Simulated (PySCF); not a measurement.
Molecule: Ga2(mu-Cl)2(F)4, Cl2F4Ga2, singlet. Atoms near the plane z = 1.5 Å, at the PBE0/def2-SVP optimised geometry (x, y, z in Å): Ga2 (-0.9, -0.2, 0.0), Cl6 (1.4, -0.2, 0.0), F7 (-1.4, 1.4, 0.0), F8 (-1.4, -1.4, 1.1).

Method: PBE0/def2-TZVP in PySCF. The values are rescaled to run from 0 to 1.

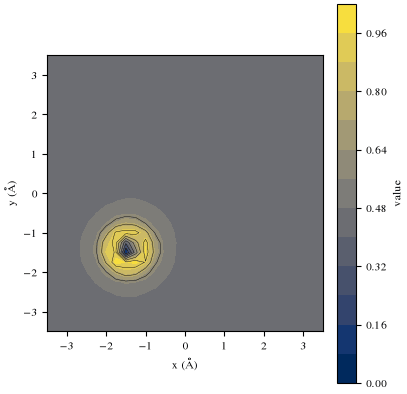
Fig. 1. a field on the plane z = 1.5 Å.

### Question
Which quantity is mapped?
A) Laplacian of the electron density
B) deformation density (molecule minus spherical neutral atoms)
C) log10 of the electron density
D) electron localisation function

### Answer
A, Laplacian of the electron density. In full: Laplacian of the electron density (e/bohr⁵).
